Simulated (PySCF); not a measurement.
## Electronic structure of CH₁₀N₂Si₂ in real space

```xyz
15

Si   -0.9690   -1.5410    0.2582
N     0.2638   -0.3562   -0.1249
Si    1.9890   -0.3938    0.1576
N    -0.0524    0.8512   -0.8013
C    -0.9033    1.7410   -0.0459
H    -1.8344   -1.1864    1.4284
H    -0.2777   -2.8287    0.5534
H    -1.8701   -1.6836   -0.9307
H     2.2925   -1.6444    0.9205
H     2.4245    0.7893    0.9602
H     2.7540   -0.4011   -1.1263
H    -0.4652    0.6330   -1.7079
H    -1.1045    2.6380   -0.6507
H    -1.8769    1.3001    0.2537
H    -0.3822    2.0577    0.8704
```

Geometry: PBE0-D3(BJ)/def2-SVP.

The calculation used PBE0/pcSseg-1, SCF density, gas phase, non-relativistic in PySCF 2.14.0.

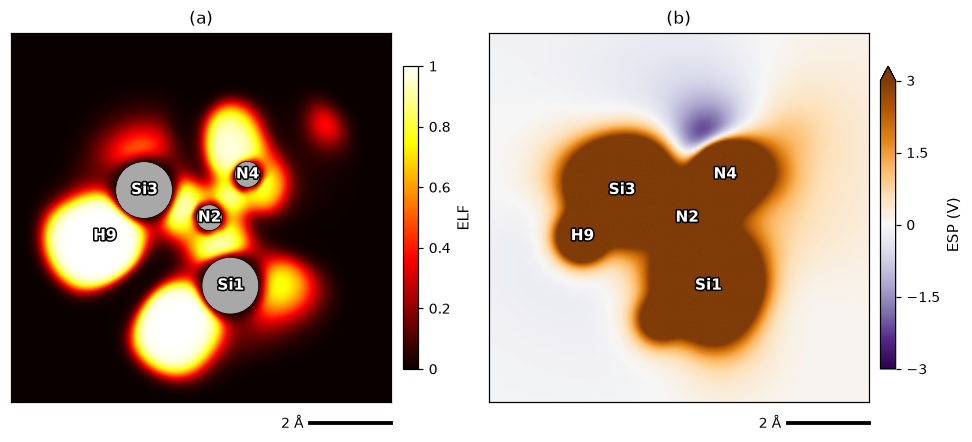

Figure 1. (a) ELF; (b) electrostatic potential on the plane of atoms Si1, N2 and N4. Grey discs cover the atomic cores in the ELF map.

### Read the bonding off the picture.

The section cuts through Si, N and H sites.
N–N (1.42 Å): the ELF peaks at about 0.90 between the atoms; a covalent bond.
Si–N (1.75 Å): the ELF peaks at about 0.90 between the atoms: a polar covalent bond.
Si–H (1.50 Å): the ELF climbs to about 1 towards the hydrogen, as it does in any bond to H.
The ELF also peaks beside N4, away from the bonds: lone-pair regions.
Outside the dense part of the molecule the potential is most negative (−2.1 V) near N4.

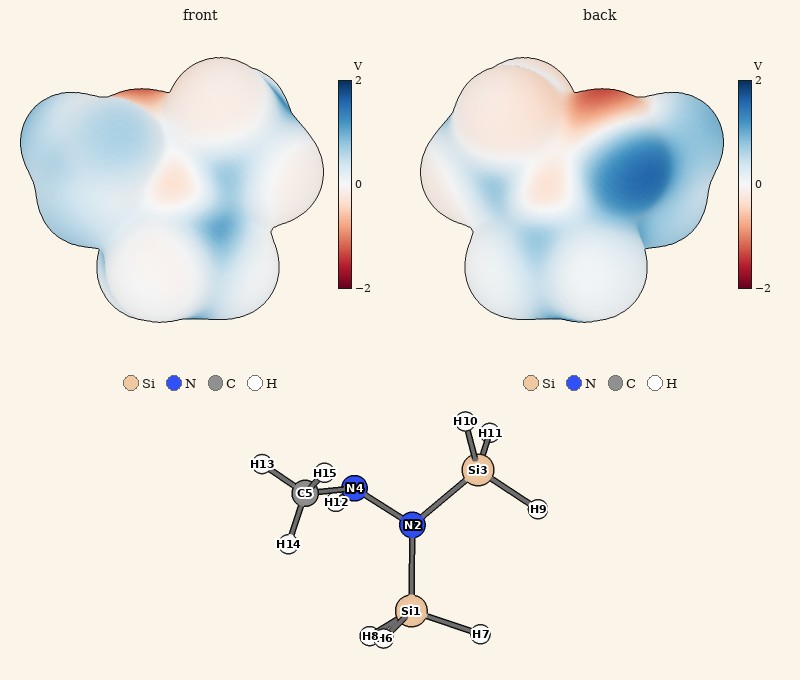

Figure 2. The molecular electrostatic potential painted on the density surface at 0.002 e/bohr³, seen from the front and from behind; the colour scale runs from red (negative) to blue (positive). The bare structure is drawn below in the same view.

### Where is the surface potential most negative and most positive?

The most negative region (about −1.2 V) lies over N4, the most positive (about +1.5 V) over H12. N4 is the likeliest acceptor of a hydrogen bond.
